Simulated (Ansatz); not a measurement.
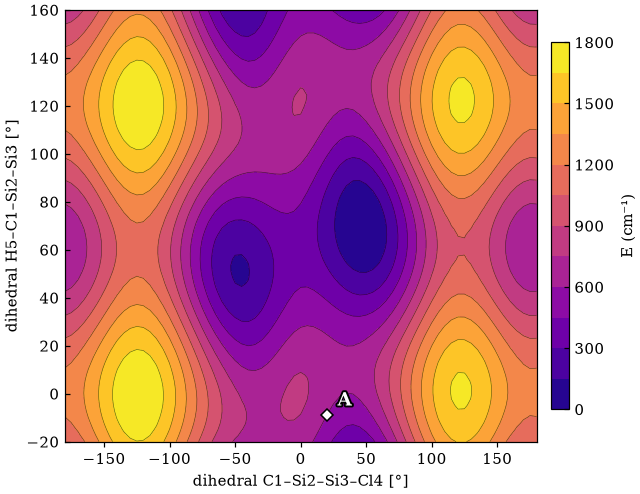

CH₇ClSi₂, SMILES C[SiH2][SiH2]Cl. First axis: dihedral C1–Si2–Si3–Cl4. Second axis: dihedral H5–C1–Si2–Si3. Nothing is relaxed (all other coordinates rigid). The grid has 18 × 17 points. Points are written as (first, second). Energies are in cm⁻¹, from the relaxed molecule at the same level. Computed with Ansatz, RKS SPW92 (LDA)/def2-SVP.

Drawn: filled contours, the point A. Between grid points the surface is interpolated.

Question: Which way does the force act at A, and how strong is it?

Answer: A, at (20°, −8.8°), is not a stationary point. The computed force is 9.1 cm⁻¹ for each degree towards larger values of dihedral C1–Si2–Si3–Cl4 and 8.5 cm⁻¹ for each degree towards smaller values of dihedral H5–C1–Si2–Si3.
